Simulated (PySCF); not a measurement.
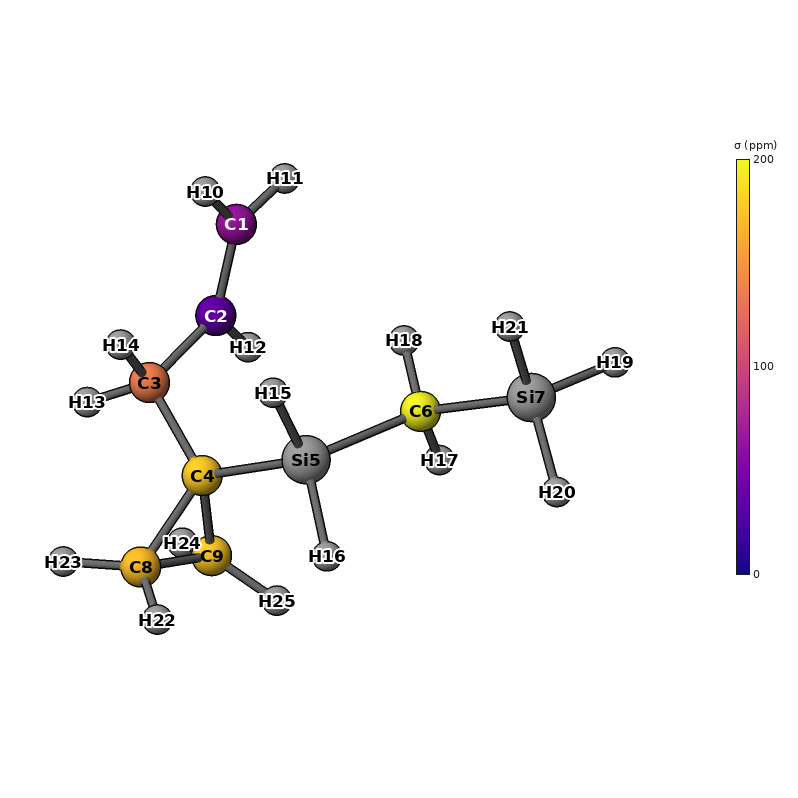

Atoms are coloured by their isotropic NMR shieldings (C only, the others grey). The computed structure is the end point of a GFN2-xTB optimisation. No frequency run is at hand to confirm it as a minimum. Properties computed with GIAO PBE0/pcSseg-1 NMR shielding, non-relativistic, gas phase (PySCF 2.14.0).

Give the isotropic NMR shieldings of the C atoms atom by atom.

```tsv
atom	σ (ppm)
C1	65.2
C2	36.6
C3	137.1
C4	178.7
C6	196.4
C8	171.6
C9	176.9
```

The geometry is semi-empirical. Around Si such bond lengths and angles can be off by a tenth of an ångström or more and by several degrees, and values that hang on the shape move with them.
